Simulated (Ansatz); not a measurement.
## Molecular dynamics, with input and output: TaNH₃BrF₄ (part 1 of 4)

TaNH₃BrF₄, computed with RHF/def2-SVP (Ansatz 0.2.0).

It belongs to a series of runs on one base structure; here: dynamics from the highest image of the converged band.

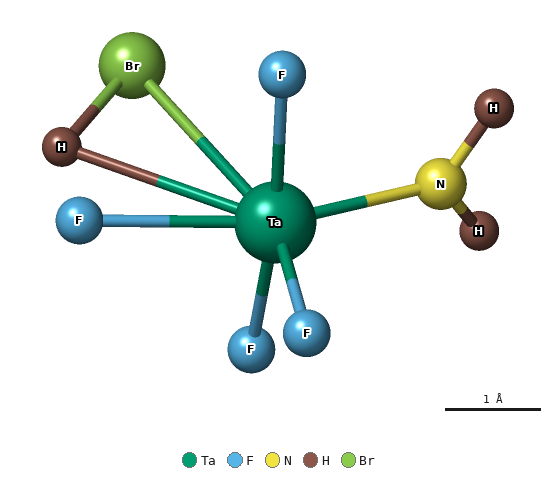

Fig. 1: The input geometry (ball-and-stick view, seen at a tilt). Sticks mark near contacts. Bond lengths as drawn: Br–H 1.62 Å, Br–Ta 2.89 Å, F–Ta 1.85 to 2.08 Å, H–N 1.01 Å, H–Ta 2.48 Å and N–Ta 1.94 Å.

## Results in brief

- outcome: finished
- mean temperature over the second half: 492 K
- trajectory: 200 steps, 100 fs
- ensemble: nve
- temperature in the input: 100.0 K
- time step: 0.5 fs
- potential energy (last step): −83875.2838 eV
- mean-field energy (last step): −83875.2838 eV
- largest force (length of the vector) (last step): 5.024 eV/Å
- hardware: 4 threads of Intel Xeon (Granite Rapids), 32 GiB of memory available, shared host
- wall time: 4.5 min (CPU time 17 min)
- peak memory: 0.49 GiB

## Remarks

So short a trajectory is not equilibrated.

## The input
```yaml
crystal:
  periodic: [false, false, false]
  atoms:
    - { symbol: Ta, position_ang: [0.031401, -0.347786, 0.121524] }
    - { symbol: F, position_ang: [1.975735, 0.283726, 0.499327] }
    - { symbol: F, position_ang: [-0.306039, -0.159175, 1.956208] }
    - { symbol: F, position_ang: [0.595561, -0.812967, -1.605238] }
    - { symbol: F, position_ang: [-0.593931, 1.332252, -0.346277] }
    - { symbol: "N", position_ang: [-1.497318, -1.526238, -0.050784] }
    - { symbol: H, position_ang: [-2.116036, -1.772963, 0.703092] }
    - { symbol: H, position_ang: [-1.704234, -2.058441, -0.879428] }
    - { symbol: Br, position_ang: [1.895133, -2.394, 0.967876] }
    - { symbol: H, position_ang: [2.360328, -0.847506, 0.8012] }
basis:
  gaussian: { orbitals: def2-SVP }
hamiltonian:
  xc: hf
md:
  timestep: 0.5
  n_steps: 200
  ensemble: nve
  temperature: 100.0
  initial_velocities: maxwell_boltzmann
  seed: 8166
```

Launched with:
```bash
ansatz run input.yaml --threads 4 --pin off --max-ram 5120MiB --backend cpu --events-out ev --progress --plain --runs-dir out
```

## The program's output
```
Engine: ansatz 0.2.0, x86_64-unknown-linux-gnu
Functional definition: HF
  exchange = exact_x
  correlation = 0
1553 factors; integrals over basis functions are off by at most 3.0e-4 eV
mean field evaluation 1: about -83866.8265 eV, gradient 6.5e1 eV
mean field evaluation 2: about -83866.9987 eV, gradient 6.5e1 eV
mean field evaluation 4: about -83874.7967 eV, gradient 3.6e0 eV
mean field evaluation 8: about -83874.8687 eV, gradient 3.6e-1 eV
mean field -83874.87022763 eV, -3082.3446284366 hartree, gradient 8.3e-6 eV, S^2 0.000000; 0 other end points of the search recorded, 0 dependent functions left out
the calculation of the forces begins
reference -83874.87022763 eV, -3082.3446284366 hartree; 47, 47 occupied and 102, 102 virtual orbitals, 1553 factors
md step     0: t =     0.00 fs  T =   100.0 K  F+E_penalty+E_count = -83874.87022763 eV  E_kin = 0.103408 eV  conserved = -83874.76681963 eV  (45 SCF iters)
these checks for a lower state are left out or cut short: starts, cluster_reference, orbital_swaps, neighbouring_geometries, increment
1553 factors; integrals over basis functions are off by at most 3.0e-4 eV
mean field evaluation 16: about -83874.5443 eV, gradient 2.8e0 eV
mean field -83874.86886587 eV, -3082.3445783925 hartree, gradient 1.5e-5 eV, S^2 0.000000; 0 other end points of the search recorded, 0 dependent functions left out
the calculation of the forces begins
reference -83874.86886587 eV, -3082.3445783925 hartree; 47, 47 occupied and 102, 102 virtual orbitals, 1553 factors
md step     1: t =     0.50 fs  T =    98.7 K  F+E_penalty+E_count = -83874.86886587 eV  E_kin = 0.102078 eV  conserved = -83874.76678825 eV  (43 SCF iters)
[... from here on the SCF iterations and repeated set-up lines of each step are left out, up to the last step ...]
md step     2: t =     1.00 fs  T =    95.5 K  F+E_penalty+E_count = -83874.86543253 eV  E_kin = 0.098716 eV  conserved = -83874.76671616 eV  (42 SCF iters)
md step     3: t =     1.50 fs  T =    91.3 K  F+E_penalty+E_count = -83874.86104298 eV  E_kin = 0.094407 eV  conserved = -83874.76663607 eV  (42 SCF iters)
md step     4: t =     2.00 fs  T =    87.4 K  F+E_penalty+E_count = -83874.85694446 eV  E_kin = 0.090364 eV  conserved = -83874.76658025 eV  (43 SCF iters)
md step     5: t =     2.50 fs  T =    84.6 K  F+E_penalty+E_count = -83874.85401173 eV  E_kin = 0.087444 eV  conserved = -83874.76656801 eV  (43 SCF iters)
md step     6: t =     3.00 fs  T =    83.0 K  F+E_penalty+E_count = -83874.85243821 eV  E_kin = 0.085838 eV  conserved = -83874.76660067 eV  (43 SCF iters)
md step     7: t =     3.50 fs  T =    82.3 K  F+E_penalty+E_count = -83874.85171576 eV  E_kin = 0.085055 eV  conserved = -83874.76666120 eV  (43 SCF iters)
md step     8: t =     4.00 fs  T =    81.4 K  F+E_penalty+E_count = -83874.85090665 eV  E_kin = 0.084187 eV  conserved = -83874.76671952 eV  (43 SCF iters)
md step     9: t =     4.50 fs  T =    79.7 K  F+E_penalty+E_count = -83874.84911870 eV  E_kin = 0.082375 eV  conserved = -83874.76674352 eV  (43 SCF iters)
md step    10: t =     5.00 fs  T =    76.7 K  F+E_penalty+E_count = -83874.84600299 eV  E_kin = 0.079288 eV  conserved = -83874.76671472 eV  (43 SCF iters)
md step    11: t =     5.50 fs  T =    72.9 K  F+E_penalty+E_count = -83874.84203045 eV  E_kin = 0.075389 eV  conserved = -83874.76664136 eV  (43 SCF iters)
md step    12: t =     6.00 fs  T =    69.4 K  F+E_penalty+E_count = -83874.83834781 eV  E_kin = 0.071788 eV  conserved = -83874.76656021 eV  (43 SCF iters)
md step    13: t =     6.50 fs  T =    67.4 K  F+E_penalty+E_count = -83874.83620711 eV  E_kin = 0.069689 eV  conserved = -83874.76651802 eV  (43 SCF iters)
md step    14: t =     7.00 fs  T =    67.4 K  F+E_penalty+E_count = -83874.83625366 eV  E_kin = 0.069711 eV  conserved = -83874.76654222 eV  (42 SCF iters)
md step    15: t =     7.50 fs  T =    69.1 K  F+E_penalty+E_count = -83874.83811280 eV  E_kin = 0.071491 eV  conserved = -83874.76662156 eV  (42 SCF iters)
md step    16: t =     8.00 fs  T =    71.4 K  F+E_penalty+E_count = -83874.84055991 eV  E_kin = 0.073846 eV  conserved = -83874.76671357 eV  (43 SCF iters)
md step    17: t =     8.50 fs  T =    72.9 K  F+E_penalty+E_count = -83874.84216506 eV  E_kin = 0.075393 eV  conserved = -83874.76677165 eV  (43 SCF iters)
md step    18: t =     9.00 fs  T =    72.8 K  F+E_penalty+E_count = -83874.84200349 eV  E_kin = 0.075230 eV  conserved = -83874.76677305 eV  (43 SCF iters)
md step    19: t =     9.50 fs  T =    70.9 K  F+E_penalty+E_count = -83874.84002838 eV  E_kin = 0.073304 eV  conserved = -83874.76672419 eV  (43 SCF iters)
md step    20: t =    10.00 fs  T =    68.0 K  F+E_penalty+E_count = -83874.83698086 eV  E_kin = 0.070328 eV  conserved = -83874.76665299 eV  (72 SCF iters)
md step    21: t =    10.50 fs  T =    65.2 K  F+E_penalty+E_count = -83874.83396426 eV  E_kin = 0.067372 eV  conserved = -83874.76659210 eV  (42 SCF iters)
md step    22: t =    11.00 fs  T =    63.2 K  F+E_penalty+E_count = -83874.83193313 eV  E_kin = 0.065368 eV  conserved = -83874.76656548 eV  (42 SCF iters)
md step    23: t =    11.50 fs  T =    62.6 K  F+E_penalty+E_count = -83874.83131157 eV  E_kin = 0.064730 eV  conserved = -83874.76658129 eV  (42 SCF iters)
md step    24: t =    12.00 fs  T =    63.1 K  F+E_penalty+E_count = -83874.83186181 eV  E_kin = 0.065231 eV  conserved = -83874.76663031 eV  (43 SCF iters)
md step    25: t =    12.50 fs  T =    64.0 K  F+E_penalty+E_count = -83874.83283033 eV  E_kin = 0.066142 eV  conserved = -83874.76668879 eV  (43 SCF iters)
md step    26: t =    13.00 fs  T =    64.4 K  F+E_penalty+E_count = -83874.83332299 eV  E_kin = 0.066596 eV  conserved = -83874.76672697 eV  (42 SCF iters)
md step    27: t =    13.50 fs  T =    63.9 K  F+E_penalty+E_count = -83874.83277847 eV  E_kin = 0.066059 eV  conserved = -83874.76671981 eV  (43 SCF iters)
md step    28: t =    14.00 fs  T =    62.6 K  F+E_penalty+E_count = -83874.83134814 eV  E_kin = 0.064686 eV  conserved = -83874.76666217 eV  (43 SCF iters)
md step    29: t =    14.50 fs  T =    61.3 K  F+E_penalty+E_count = -83874.82996209 eV  E_kin = 0.063386 eV  conserved = -83874.76657654 eV  (43 SCF iters)
md step    30: t =    15.00 fs  T =    61.4 K  F+E_penalty+E_count = -83874.82997122 eV  E_kin = 0.063466 eV  conserved = -83874.76650562 eV  (43 SCF iters)
md step    31: t =    15.50 fs  T =    63.8 K  F+E_penalty+E_count = -83874.83249026 eV  E_kin = 0.066002 eV  conserved = -83874.76648851 eV  (42 SCF iters)
md step    32: t =    16.00 fs  T =    68.9 K  F+E_penalty+E_count = -83874.83780366 eV  E_kin = 0.071268 eV  conserved = -83874.76653527 eV  (42 SCF iters)
md step    33: t =    16.50 fs  T =    76.0 K  F+E_penalty+E_count = -83874.84521435 eV  E_kin = 0.078595 eV  conserved = -83874.76661958 eV  (42 SCF iters)
md step    34: t =    17.00 fs  T =    83.9 K  F+E_penalty+E_count = -83874.85344204 eV  E_kin = 0.086746 eV  conserved = -83874.76669624 eV  (42 SCF iters)
md step    35: t =    17.50 fs  T =    91.5 K  F+E_penalty+E_count = -83874.86131122 eV  E_kin = 0.094582 eV  conserved = -83874.76672910 eV  (42 SCF iters)
md step    36: t =    18.00 fs  T =    98.3 K  F+E_penalty+E_count = -83874.86831134 eV  E_kin = 0.101602 eV  conserved = -83874.76670892 eV  (42 SCF iters)
md step    37: t =    18.50 fs  T =   104.5 K  F+E_penalty+E_count = -83874.87475157 eV  E_kin = 0.108099 eV  conserved = -83874.76665263 eV  (43 SCF iters)
md step    38: t =    19.00 fs  T =   111.1 K  F+E_penalty+E_count = -83874.88150825 eV  E_kin = 0.114918 eV  conserved = -83874.76659067 eV  (43 SCF iters)
md step    39: t =    19.50 fs  T =   118.9 K  F+E_penalty+E_count = -83874.88955541 eV  E_kin = 0.123004 eV  conserved = -83874.76655169 eV  (42 SCF iters)
md step    40: t =    20.00 fs  T =   128.6 K  F+E_penalty+E_count = -83874.89951172 eV  E_kin = 0.132959 eV  conserved = -83874.76655261 eV  (42 SCF iters)
md step    41: t =    20.50 fs  T =   140.0 K  F+E_penalty+E_count = -83874.91137075 eV  E_kin = 0.144777 eV  conserved = -83874.76659416 eV  (42 SCF iters)
md step    42: t =    21.00 fs  T =   152.6 K  F+E_penalty+E_count = -83874.92449232 eV  E_kin = 0.157832 eV  conserved = -83874.76666024 eV  (43 SCF iters)
md step    43: t =    21.50 fs  T =   165.5 K  F+E_penalty+E_count = -83874.93785546 eV  E_kin = 0.171132 eV  conserved = -83874.76672360 eV  (43 SCF iters)
md step    44: t =    22.00 fs  T =   177.7 K  F+E_penalty+E_count = -83874.95049216 eV  E_kin = 0.183738 eV  conserved = -83874.76675457 eV  (42 SCF iters)
md step    45: t =    22.50 fs  T =   188.8 K  F+E_penalty+E_count = -83874.96194763 eV  E_kin = 0.195212 eV  conserved = -83874.76673567 eV  (42 SCF iters)
md step    46: t =    23.00 fs  T =   199.1 K  F+E_penalty+E_count = -83874.97254692 eV  E_kin = 0.205874 eV  conserved = -83874.76667301 eV  (42 SCF iters)
md step    47: t =    23.50 fs  T =   209.5 K  F+E_penalty+E_count = -83874.98328570 eV  E_kin = 0.216687 eV  conserved = -83874.76659881 eV  (43 SCF iters)
md step    48: t =    24.00 fs  T =   221.2 K  F+E_penalty+E_count = -83874.99533096 eV  E_kin = 0.228776 eV  conserved = -83874.76655480 eV  (42 SCF iters)
md step    49: t =    24.50 fs  T =   234.8 K  F+E_penalty+E_count = -83875.00938482 eV  E_kin = 0.242819 eV  conserved = -83874.76656612 eV  (42 SCF iters)
md step    50: t =    25.00 fs  T =   250.2 K  F+E_penalty+E_count = -83875.02530591 eV  E_kin = 0.258682 eV  conserved = -83874.76662388 eV  (42 SCF iters)
md step    51: t =    25.50 fs  T =   266.5 K  F+E_penalty+E_count = -83875.04224260 eV  E_kin = 0.275550 eV  conserved = -83874.76669212 eV  (42 SCF iters)
md step    52: t =    26.00 fs  T =   282.8 K  F+E_penalty+E_count = -83875.05917435 eV  E_kin = 0.292441 eV  conserved = -83874.76673319 eV  (42 SCF iters)
md step    53: t =    26.50 fs  T =   298.6 K  F+E_penalty+E_count = -83875.07548568 eV  E_kin = 0.308755 eV  conserved = -83874.76673079 eV  (42 SCF iters)
md step    54: t =    27.00 fs  T =   313.8 K  F+E_penalty+E_count = -83875.09122549 eV  E_kin = 0.324530 eV  conserved = -83874.76669505 eV  (42 SCF iters)
md step    55: t =    27.50 fs  T =   329.1 K  F+E_penalty+E_count = -83875.10695966 eV  E_kin = 0.340308 eV  conserved = -83874.76665208 eV  (66 SCF iters)
md step    56: t =    28.00 fs  T =   345.0 K  F+E_penalty+E_count = -83875.12336886 eV  E_kin = 0.356740 eV  conserved = -83874.76662904 eV  (42 SCF iters)
md step    57: t =    28.50 fs  T =   361.9 K  F+E_penalty+E_count = -83875.14082662 eV  E_kin = 0.374185 eV  conserved = -83874.76664202 eV  (42 SCF iters)
md step    58: t =    29.00 fs  T =   379.5 K  F+E_penalty+E_count = -83875.15914032 eV  E_kin = 0.392449 eV  conserved = -83874.76669171 eV  (42 SCF iters)
md step    59: t =    29.50 fs  T =   397.2 K  F+E_penalty+E_count = -83875.17757995 eV  E_kin = 0.410767 eV  conserved = -83874.76681314 eV  (42 SCF iters)
md step    60: t =    30.00 fs  T =   413.9 K  F+E_penalty+E_count = -83875.19489482 eV  E_kin = 0.428008 eV  conserved = -83874.76688663 eV  (41 SCF iters)
md step    61: t =    30.50 fs  T =   428.4 K  F+E_penalty+E_count = -83875.20997789 eV  E_kin = 0.443045 eV  conserved = -83874.76693336 eV  (41 SCF iters)
md step    62: t =    31.00 fs  T =   440.2 K  F+E_penalty+E_count = -83875.22209657 eV  E_kin = 0.455163 eV  conserved = -83874.76693371 eV  (41 SCF iters)
md step    63: t =    31.50 fs  T =   449.1 K  F+E_penalty+E_count = -83875.23124075 eV  E_kin = 0.464354 eV  conserved = -83874.76688690 eV  (42 SCF iters)
md step    64: t =    32.00 fs  T =   455.8 K  F+E_penalty+E_count = -83875.23812833 eV  E_kin = 0.471313 eV  conserved = -83874.76681564 eV  (41 SCF iters)
md step    65: t =    32.50 fs  T =   461.4 K  F+E_penalty+E_count = -83875.24385029 eV  E_kin = 0.477092 eV  conserved = -83874.76675784 eV  (41 SCF iters)
md step    66: t =    33.00 fs  T =   466.6 K  F+E_penalty+E_count = -83875.24929414 eV  E_kin = 0.482549 eV  conserved = -83874.76674486 eV  (42 SCF iters)
md step    67: t =    33.50 fs  T =   471.8 K  F+E_penalty+E_count = -83875.25467004 eV  E_kin = 0.487889 eV  conserved = -83874.76678143 eV  (43 SCF iters)
md step    68: t =    34.00 fs  T =   476.4 K  F+E_penalty+E_count = -83875.25943864 eV  E_kin = 0.492596 eV  conserved = -83874.76684291 eV  (42 SCF iters)
md step    69: t =    34.50 fs  T =   479.4 K  F+E_penalty+E_count = -83875.26268160 eV  E_kin = 0.495789 eV  conserved = -83874.76689244 eV  (42 SCF iters)
md step    70: t =    35.00 fs  T =   480.4 K  F+E_penalty+E_count = -83875.26365951 eV  E_kin = 0.496755 eV  conserved = -83874.76690426 eV  (42 SCF iters)
md step    71: t =    35.50 fs  T =   479.0 K  F+E_penalty+E_count = -83875.26221009 eV  E_kin = 0.495334 eV  conserved = -83874.76687615 eV  (42 SCF iters)
md step    72: t =    36.00 fs  T =   475.8 K  F+E_penalty+E_count = -83875.25879517 eV  E_kin = 0.491970 eV  conserved = -83874.76682480 eV  (42 SCF iters)
md step    73: t =    36.50 fs  T =   471.4 K  F+E_penalty+E_count = -83875.25424495 eV  E_kin = 0.487470 eV  conserved = -83874.76677467 eV  (43 SCF iters)
md step    74: t =    37.00 fs  T =   466.7 K  F+E_penalty+E_count = -83875.24937737 eV  E_kin = 0.482631 eV  conserved = -83874.76674613 eV  (42 SCF iters)
md step    75: t =    37.50 fs  T =   462.2 K  F+E_penalty+E_count = -83875.24467374 eV  E_kin = 0.477925 eV  conserved = -83874.76674910 eV  (42 SCF iters)
md step    76: t =    38.00 fs  T =   457.7 K  F+E_penalty+E_count = -83875.24011643 eV  E_kin = 0.473335 eV  conserved = -83874.76678152 eV  (41 SCF iters)
md step    77: t =    38.50 fs  T =   453.0 K  F+E_penalty+E_count = -83875.23522128 eV  E_kin = 0.468391 eV  conserved = -83874.76682990 eV  (41 SCF iters)
md step    78: t =    39.00 fs  T =   447.1 K  F+E_penalty+E_count = -83875.22921282 eV  E_kin = 0.462378 eV  conserved = -83874.76683487 eV  (41 SCF iters)
md step    79: t =    39.50 fs  T =   439.7 K  F+E_penalty+E_count = -83875.22150773 eV  E_kin = 0.454656 eV  conserved = -83874.76685219 eV  (41 SCF iters)
md step    80: t =    40.00 fs  T =   430.3 K  F+E_penalty+E_count = -83875.21181219 eV  E_kin = 0.444980 eV  conserved = -83874.76683208 eV  (41 SCF iters)
md step    81: t =    40.50 fs  T =   419.4 K  F+E_penalty+E_count = -83875.20044234 eV  E_kin = 0.433660 eV  conserved = -83874.76678201 eV  (41 SCF iters)
md step    82: t =    41.00 fs  T =   407.5 K  F+E_penalty+E_count = -83875.18816276 eV  E_kin = 0.421436 eV  conserved = -83874.76672718 eV  (41 SCF iters)
md step    83: t =    41.50 fs  T =   395.6 K  F+E_penalty+E_count = -83875.17580257 eV  E_kin = 0.409107 eV  conserved = -83874.76669555 eV  (41 SCF iters)
md step    84: t =    42.00 fs  T =   384.0 K  F+E_penalty+E_count = -83875.16383351 eV  E_kin = 0.397135 eV  conserved = -83874.76669823 eV  (40 SCF iters)
md step    85: t =    42.50 fs  T =   372.8 K  F+E_penalty+E_count = -83875.15220364 eV  E_kin = 0.385482 eV  conserved = -83874.76672165 eV  (41 SCF iters)
md step    86: t =    43.00 fs  T =   361.5 K  F+E_penalty+E_count = -83875.14055389 eV  E_kin = 0.373818 eV  conserved = -83874.76673545 eV  (42 SCF iters)
md step    87: t =    43.50 fs  T =   350.0 K  F+E_penalty+E_count = -83875.12866942 eV  E_kin = 0.361953 eV  conserved = -83874.76671632 eV  (38 SCF iters)
md step    88: t =    44.00 fs  T =   338.6 K  F+E_penalty+E_count = -83875.11683597 eV  E_kin = 0.350173 eV  conserved = -83874.76666255 eV  (42 SCF iters)
md step    89: t =    44.50 fs  T =   328.1 K  F+E_penalty+E_count = -83875.10587375 eV  E_kin = 0.339281 eV  conserved = -83874.76659283 eV  (42 SCF iters)
md step    90: t =    45.00 fs  T =   319.4 K  F+E_penalty+E_count = -83875.09685778 eV  E_kin = 0.330324 eV  conserved = -83874.76653330 eV  (43 SCF iters)
md step    91: t =    45.50 fs  T =   313.5 K  F+E_penalty+E_count = -83875.09071621 eV  E_kin = 0.324212 eV  conserved = -83874.76650382 eV  (42 SCF iters)
md step    92: t =    46.00 fs  T =   310.8 K  F+E_penalty+E_count = -83875.08791618 eV  E_kin = 0.321405 eV  conserved = -83874.76651117 eV  (42 SCF iters)
md step    93: t =    46.50 fs  T =   311.2 K  F+E_penalty+E_count = -83875.08835020 eV  E_kin = 0.321801 eV  conserved = -83874.76654907 eV  (43 SCF iters)
md step    94: t =    47.00 fs  T =   314.1 K  F+E_penalty+E_count = -83875.09142952 eV  E_kin = 0.324827 eV  conserved = -83874.76660208 eV  (42 SCF iters)
md step    95: t =    47.50 fs  T =   318.8 K  F+E_penalty+E_count = -83875.09632896 eV  E_kin = 0.329679 eV  conserved = -83874.76665020 eV  (42 SCF iters)
md step    96: t =    48.00 fs  T =   324.6 K  F+E_penalty+E_count = -83875.10230384 eV  E_kin = 0.335629 eV  conserved = -83874.76667502 eV  (42 SCF iters)
md step    97: t =    48.50 fs  T =   331.0 K  F+E_penalty+E_count = -83875.10897624 eV  E_kin = 0.342310 eV  conserved = -83874.76666670 eV  (42 SCF iters)
md step    98: t =    49.00 fs  T =   338.3 K  F+E_penalty+E_count = -83875.11647389 eV  E_kin = 0.349841 eV  conserved = -83874.76663338 eV  (42 SCF iters)
md step    99: t =    49.50 fs  T =   346.9 K  F+E_penalty+E_count = -83875.12531366 eV  E_kin = 0.358717 eV  conserved = -83874.76659657 eV  (42 SCF iters)
md step   100: t =    50.00 fs  T =   357.3 K  F+E_penalty+E_count = -83875.13605660 eV  E_kin = 0.369473 eV  conserved = -83874.76658359 eV  (42 SCF iters)
md step   101: t =    50.50 fs  T =   369.7 K  F+E_penalty+E_count = -83875.14888751 eV  E_kin = 0.382284 eV  conserved = -83874.76660326 eV  (42 SCF iters)
md step   102: t =    51.00 fs  T =   383.7 K  F+E_penalty+E_count = -83875.16341835 eV  E_kin = 0.396760 eV  conserved = -83874.76665863 eV  (42 SCF iters)
```
